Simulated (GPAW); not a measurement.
Consider Cu (Copper, Fm-3m).

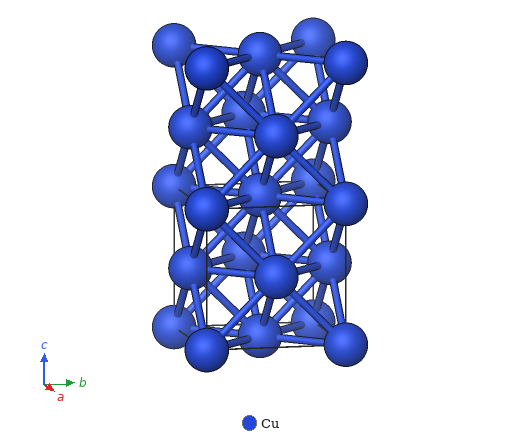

The structure (copper blue). 1×1×2 conventional cells are drawn. Some periodic images of atoms are drawn too.

```xyz
1
Lattice="0.0000 1.8075 1.8075 1.8075 0.0000 1.8075 1.8075 1.8075 0.0000" Properties=species:S:1:pos:R:3 pbc="T T T"
Cu    0.0000    0.0000    0.0000
```

Absorber: atom 1, with 12 Cu at 2.56 Å (cuboctahedral, site symmetry m-3m). Method: GPAW, LDA, excited-electron core hole (neutral cell), 13-atom cell with 5.7 Å between holes, 5×5×5 k points, dipole transitions, Gaussian full width 1.55 eV up to 4 eV, rising linearly to 3.5 eV at 25 eV.

Question: What does the Cu K edge look like?

Main maxima up to 30 eV above the zero (height): 1.6 eV (0.66), 12.4 eV (1.57) and 22.4 eV (1.41). A K edge sees empty p states on the absorber. The total-energy difference is 8991.26 eV. One term is added: -29.79 eV, since the hole is spin-paired here and a spin-polarised one costs that much less in the free atom (computed apart). The photon energy is then 8961.47 eV. The tabulated edge of the element is 8979 eV. The functional leaves an error in such absolute values: in the free atom LDA prices this hole 18.3 eV below PBE (computed apart), and PBE is itself good to a few eV.

The Cu K spectrum (energy from the lowest empty level; intensity scaled to a mean of 1 over the first 20 eV):

```
E (eV)  intensity
  -2.0       0.00
  -0.5       0.17
   1.0       0.61
   2.5       0.59
   4.0       0.57
   5.5       0.66
   7.0       0.73
   8.5       0.96
  10.0       1.12
  11.5       1.46
  13.0       1.53
  14.5       1.42
  16.0       1.25
  17.5       1.05
  19.0       1.10
  20.5       1.25
  22.0       1.40
  23.5       1.33
  25.0       1.13
  26.5       1.01
  28.0       0.91
  29.5       0.84
  31.0       0.85
```

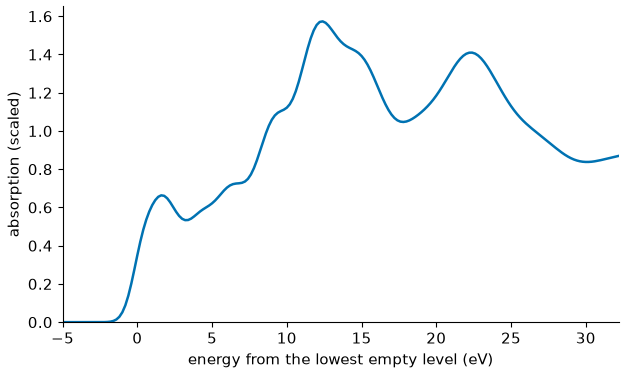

The Cu K edge.

The script folds with a Gaussian, whereas the core hole's own line is a Lorentzian, so the onset is too steep and the first peak too high. The holes are only 5.7 Å apart, so the shape is probably not converged with cell size; no larger cell was run here. Lifetime broadening is put in by hand, and intensities beyond about 20 eV depend on it and on the partial waves. The structure is a published determination, not relaxed.

[Banner, clock and machine lines of the logs are left out without a mark of their own.]

[Logs are printed without paths, hosts, clocks, repeated set-up lines and the standing remarks that a program may print on its own settings, such as how far it seeks lower states.]

[Hosts, paths, dates, database ids (printed as entryN), source tags and the programs' standing remarks are cut or masked in the printed files.]

[Lists of maxima count a maximum above −3 eV only where it reaches 4 % of the highest in the window and stands out from its surroundings by 2 % of it (1.5 % where it reaches 55 %); shoulders and weaker maxima are passed over, and of the rest the first, up to two pre-edge ones and the few strongest are named.]
